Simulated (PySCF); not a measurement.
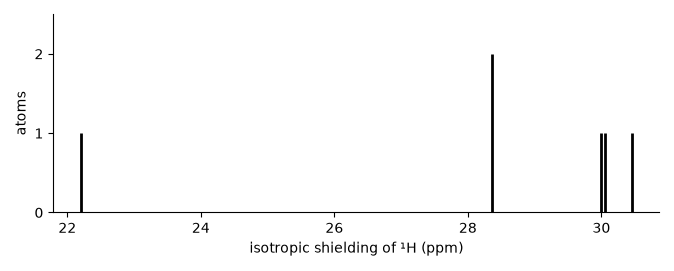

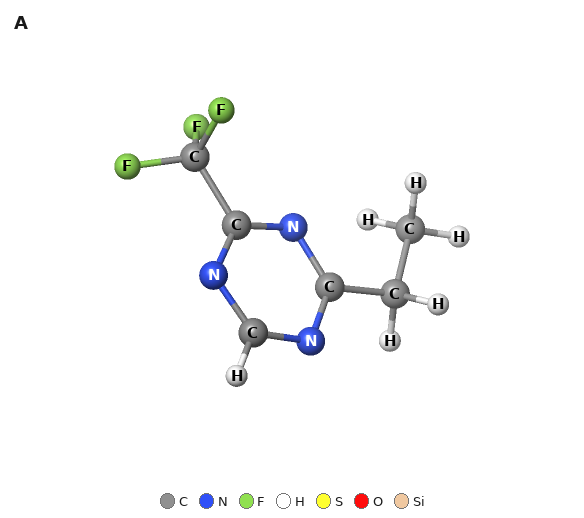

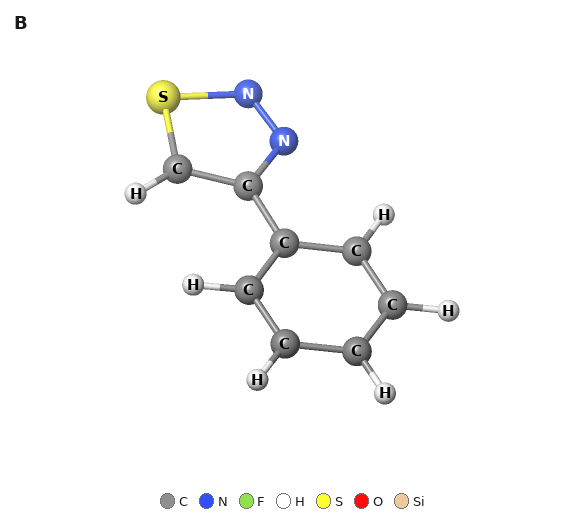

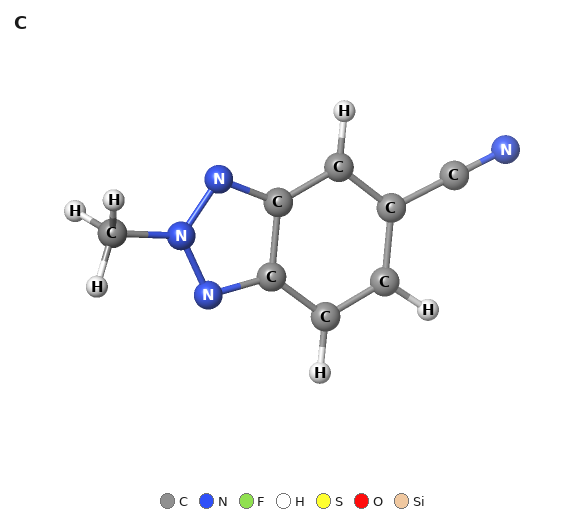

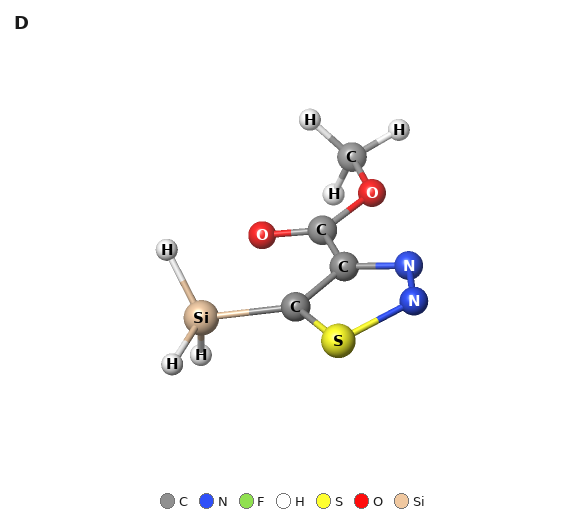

The sticks are computed shieldings of one of the molecules, for one fixed geometry (GFN2-xTB) without averaging over rotations. Low shielding means a high chemical shift. Method: GIAO PBE0/pcSseg-1 NMR shielding, non-relativistic, gas phase (PySCF 2.14.0).

Question: Match the spectrum to a structure.

Answer: A, `CCc1ncnc(C(F)(F)F)n1`. Its 6 H atoms give lines at 22.20, 28.37 (2 atoms), 30.00, 30.06, 30.46 ppm.

The geometry is semi-empirical. Around Si such bond lengths and angles can be off by a tenth of an ångström or more and by several degrees, and values that hang on the shape move with them.
